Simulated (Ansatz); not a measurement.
# SiH3F (SMILES F[SiH3]): BLYP/def2-TZVPP

Aim: the electronic atomisation energy of SiH3F at BLYP/def2-TZVPP, from 4 runs. 

The results are computed with Ansatz 0.2.0.

52 further runs of the same task are left out: 1 that didn't finish, 51 set aside as unsound or not needed.

## Step 1: The system as given

SiH3F: 5 atoms, total charge 0, spin state singlet. SMILES: `F[SiH3]`. The coordinates come from a PBE0-D4/def2-TZVP relaxation.

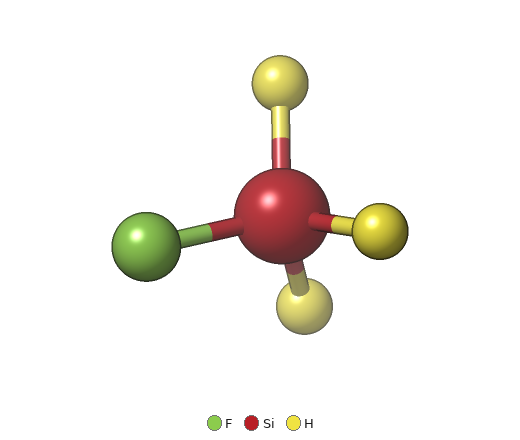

Viewed from a chosen angle; fluorine green, silicon red, hydrogen yellow.

## Step 2: The energy at BLYP/def2-TZVPP

molecule.yaml

```yaml
crystal:
  periodic: [false, false, false]
  atoms:
    - {symbol: F, position_ang: [-1.274600, 0.162800, 0.858000]}
    - {symbol: Si, position_ang: [0.043300, -0.019300, -0.030700]}
    - {symbol: H, position_ang: [-0.367800, -0.192600, -1.443700]}
    - {symbol: H, position_ang: [0.768600, -1.217900, 0.451600]}
    - {symbol: H, position_ang: [0.880500, 1.193400, 0.123400]}
basis:
  gaussian: {orbitals: def2-TZVPP}
hamiltonian: {xc: {name: BLYP}}
accuracy: high
output: {orbitals: {seedname: orbitals}}
```

Launch:

```bash
$ ansatz run molecule.yaml --threads 1 --pin off --max-ram 3480MiB --events-out events.jsonl --progress --plain --runs-dir runs
```

Output:

```text
Warning: RAYON_NUM_THREADS=1 ignored (pool sized by the plan → 1); use --threads N
Functional definition: BLYP
  name "BLYP"
  parameter beta = 0.0042
  parameter a = 0.04918
  parameter b = 0.132
  parameter c = 0.2533
  parameter d = 0.349
  exchange = b88_x(beta = beta)
  correlation = lyp_c(a = a, b = b, c = c, d = d)
1908 factors; integrals over basis functions are off by at most 3.3e-9 eV
mean field evaluation 1: about -10643.6968 eV, gradient 3.7e1 eV
mean field evaluation 2: about -10638.0955 eV, gradient 7.5e1 eV
mean field evaluation 4: about -10645.8486 eV, gradient 1.2e0 eV
mean field evaluation 8: about -10645.8469 eV, gradient 1.4e-2 eV
mean field evaluation 16: about -10645.8469 eV, gradient 4.2e-7 eV
mean field -10645.84689732 eV, -391.2276574625 hartree, gradient 5.3e-8 eV, S^2 0.000000; 0 other end points of the search recorded, 0 dependent functions left out
reference -10645.84694531 eV, -391.2276592259 hartree; 13, 13 occupied and 102, 102 virtual orbitals, 1908 factors
Total energy: -10645.84694531 eV, -391.2276592259 hartree
```

It took 3.6 s on 1 thread of Intel Xeon 6975P-C (Granite Rapids), shared host; peak memory 0.27 GiB.

## Step 3: The F atom at the same level

run.yaml

```yaml
crystal:
  periodic: [false, false, false]
  atoms:
    - {symbol: F, position_ang: [0.000000, 0.000000, 0.000000]}
basis:
  gaussian:
    orbitals: def2-TZVPP
magnetization:
  spin_polarized: true
  initial_magnetization: 1
hamiltonian:
  xc: {name: BLYP}
accuracy: high
```

Launch:

```bash
$ ansatz run run.yaml --threads 1 --pin off --max-ram 3480MiB --events-out events.jsonl --progress --plain --runs-dir runs
```

Output:

```text
Warning: RAYON_NUM_THREADS=1 ignored (pool sized by the plan → 1); use --threads N
[... 9 set-up lines as earlier in the session ...]
309 factors; integrals over basis functions are off by at most 2.5e-9 eV
mean field evaluation 1: about -2714.4918 eV, gradient 8.2e0 eV
mean field evaluation 2: about -2714.5113 eV, gradient 6.9e0 eV
mean field evaluation 4: about -2714.6314 eV, gradient 2.5e-2 eV
mean field evaluation 8: about -2714.6313 eV, gradient 4.6e-4 eV
mean field evaluation 16: about -2714.3970 eV, gradient 1.1e1 eV
mean field evaluation 32: about -2714.6313 eV, gradient 2.0e-6 eV
mean field -2714.63130018 eV, -99.7608602384 hartree, gradient 3.2e-8 eV, S^2 0.751250; 5 other end points of the search recorded, 0 dependent functions left out
reference -2714.63131908 eV, -99.7608609331 hartree; 5, 4 occupied and 26, 27 virtual orbitals, 309 factors
Total energy: -2714.63131908 eV, -99.7608609331 hartree
```

Run time: 0.87 s. Hardware: 1 thread of Intel Xeon 6975P-C (Granite Rapids), shared host.

## Step 4: The H atom at the same level

molecule.yaml

```yaml
crystal:
  periodic: [false, false, false]
  atoms:
    - {symbol: H, position_ang: [0.000000, 0.000000, 0.000000]}
basis:
  gaussian:
    orbitals: def2-TZVPP
magnetization:
  spin_polarized: true
  initial_magnetization: 1
hamiltonian:
  xc: {name: BLYP}
accuracy: high
```

Run the same way, it converges to -0.49755 Eh (log not shown).

## Step 5: The Si atom, same level

job.yaml

```yaml
crystal:
  periodic: [false, false, false]
  atoms:
    - {symbol: Si, position_ang: [0.000000, 0.000000, 0.000000]}
basis:
  gaussian: {orbitals: def2-TZVPP}
magnetization: {spin_polarized: true, initial_magnetization: 2}
hamiltonian: {xc: {name: BLYP}}
accuracy: high
```

Run the same way, it converges to -289.37742 Eh (log not shown).

## Step 6: Outcome

Level: BLYP/def2-TZVPP.

| quantity | value |
| --- | --- |
| molecule: total energy | -391.22766 Eh |
| molecule: HOMO energy | -8.24 eV |
| molecule: LUMO energy | -0.92 eV |
| molecule: HOMO–LUMO gap | 7.33 eV |
| F atom: total energy | -99.76086 Eh |
| F atom: ⟨S²⟩ | 0.751 |
| H atom: total energy | -0.49755 Eh |
| H atom: ⟨S²⟩ | 0.750 |
| Si atom: total energy | -289.37742 Eh |
| Si atom: ⟨S²⟩ | 2.003 |
| electronic atomisation energy | 16.238 eV |

What this shows: Taking the molecule apart into free atoms costs 16.24 eV (1567 kJ/mol), before zero-point energy and without spin-orbit coupling.
